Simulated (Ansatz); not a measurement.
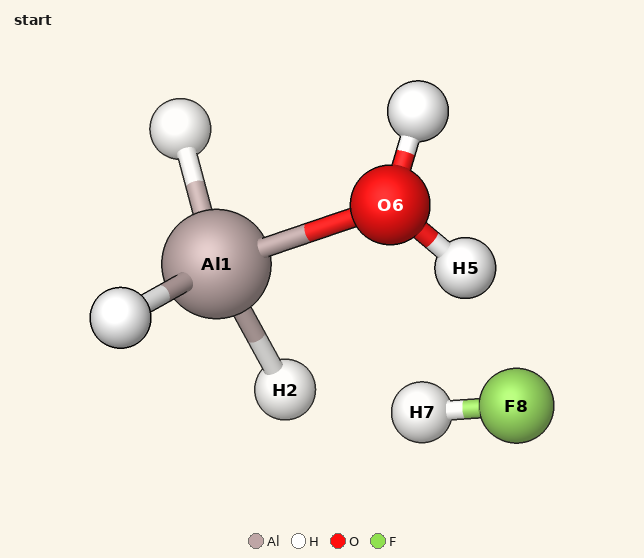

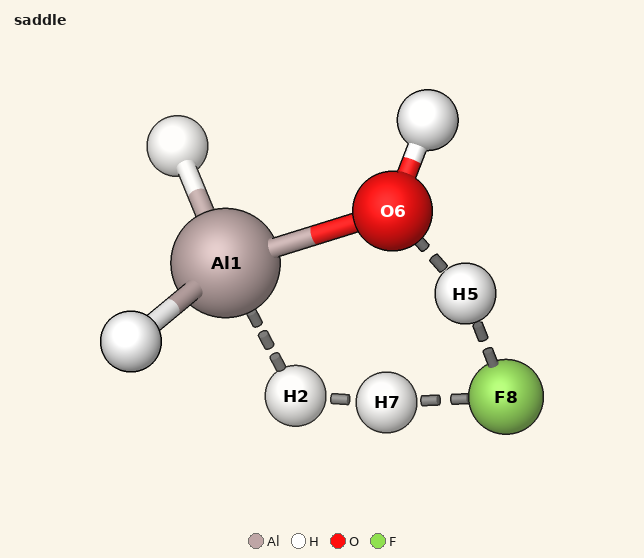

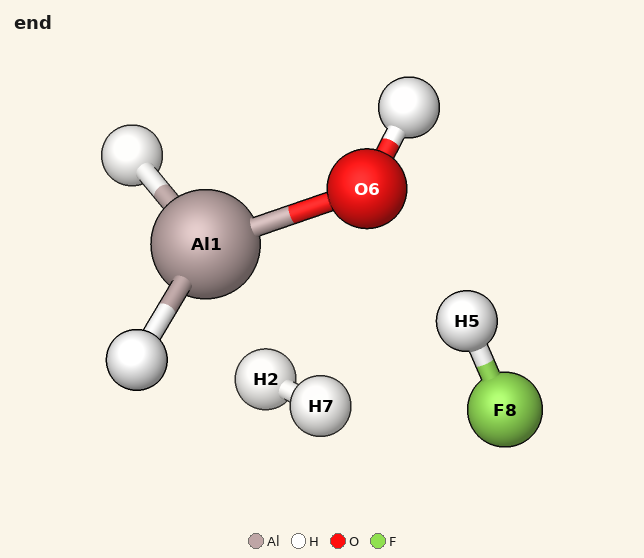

A saddle point and the two end points reached downhill from it. Broken sticks mark bonds that form or break. Charge 0, singlet. Geometries: PBE0-D4/def2-TZVP; all other levels are single points on them, and energies count from the start as drawn. Program: Ansatz 0.2.0. In CBS estimates cores are frozen, and CCSD(T) − MP2 is taken in the smaller basis.

> Which bonds form and which break from start to end?

Formed: H2–H7, H5–F8; broken: Al1–H2, H5–O6, H7–F8. At the saddle point H2···H7 is 0.93 Å, H5···F8 is 1.23 Å, Al1···H2 is 1.76 Å, H5···O6 is 1.12 Å, H7···F8 is 1.26 Å.

Give the electronic barrier and the reaction energy from start to end in kcal/mol (no zero-point energy) with CCSD(T)/CBS (MP2 limit from def2-TZVPP and def2-QZVPP plus CCSD(T) − MP2); B2PLYP (frozen core)/def2-TZVPP; r2SCAN-D4/def2-TZVPP; RHF-CCSD(T) (frozen core)/def2-TZVPP; PBE-D4/def2-TZVPP.

| level | barrier | reaction energy |
| --- | --- | --- |
| CCSD(T)/CBS (MP2 limit from def2-TZVPP and def2-QZVPP plus CCSD(T) − MP2) | 8.5 | −8.1 |
| B2PLYP (frozen core)/def2-TZVPP | 7.1 | −7.9 |
| r2SCAN-D4/def2-TZVPP | 4.0 | −6.1 |
| RHF-CCSD(T) (frozen core)/def2-TZVPP | 8.8 | −7.2 |
| PBE-D4/def2-TZVPP | 3.2 | −5.5 |
